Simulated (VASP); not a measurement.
Band structure of Ti2Pd (space group I4/mmm). All values below come from PBEsol GGA, VASP's PBE PAW potentials (set 64) (plane waves; VASP 6.6.1).

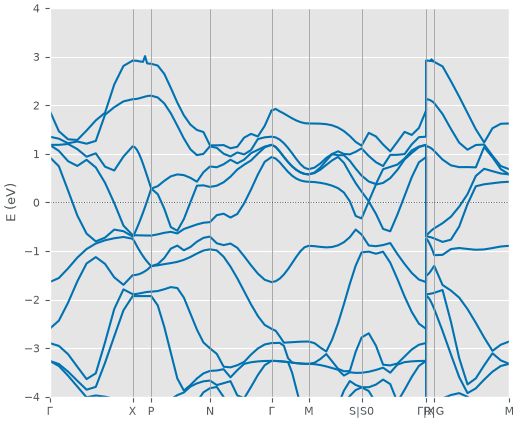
Figure: Bands along high-symmetry lines, zero at the valence-band maximum or, without a gap, the Fermi level

Problem. Read the plot: is there a gap, and where are the band edges?

Solution. It has no gap at this level: it comes out as a metal or semimetal. (Edges off the drawn lines would not show.)

The structure comes from a computed database's Ti2Pd entry (I4/mmm); how it stands against other phases isn't given here. It was relaxed first.
